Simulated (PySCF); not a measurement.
Vertical excitations of a molecule C3H14Si3 from PySCF with TDA-LC-ωPBE/def2-SVPD, as energy in eV (oscillator strength): 7.89 (0.005), 8.37 (0.100), 8.55 (0.050), 8.64 (0.028), 8.79 (0.076), 8.93 (0.013). Lowest triplet (TDA): 7.36 eV. Coordinates come from a B3LYP-D3(BJ)/def2-SVP optimisation. The values are those of a single conformer.

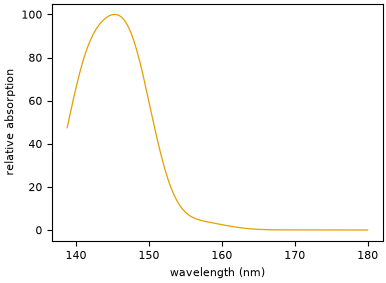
Figure: The lines broadened by 0.4 eV.

### Question
Which structure fits?
(A) [SiH3]CC([SiH3])C[SiH3]
(B) C[C@@H]([SiH3])C([SiH3])[SiH3]
(C) C[SiH2][C@@H]([SiH3])C[SiH3]
(D) CC[Si@H](C)[SiH2][SiH3]

### Answer
A, [SiH3]CC([SiH3])C[SiH3]
